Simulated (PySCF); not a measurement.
CH7NSi, SMILES CN[SiH3] at its PBE0/def2-SVP optimised geometry (Å):

```
10

Si    -0.0167    -0.0171     0.0000
N     -0.5792    -0.9719    -1.3286
C     -0.1720    -0.7870    -2.7002
H     -0.5442    -0.6454     1.2487
H      1.4797    -0.0171     0.0000
H     -0.4439     1.4254     0.0000
H     -1.4797    -1.4254    -1.2237
H     -0.7697    -0.0379    -3.2568
H     -0.2202    -1.7342    -3.2637
H      0.8775    -0.4523    -2.7379
```

Method: PBE0/def2-TZVP (PySCF). Cells within 0.4 Å of a nucleus heavier than hydrogen are left out (blank, or x).

Map of the electron localisation function on the plane z = 0.0 Å:

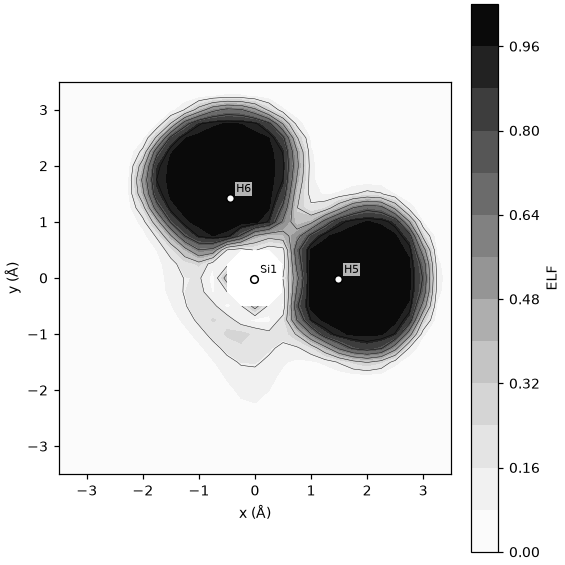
*Electron localisation function on the plane z = 0.0 Å.*
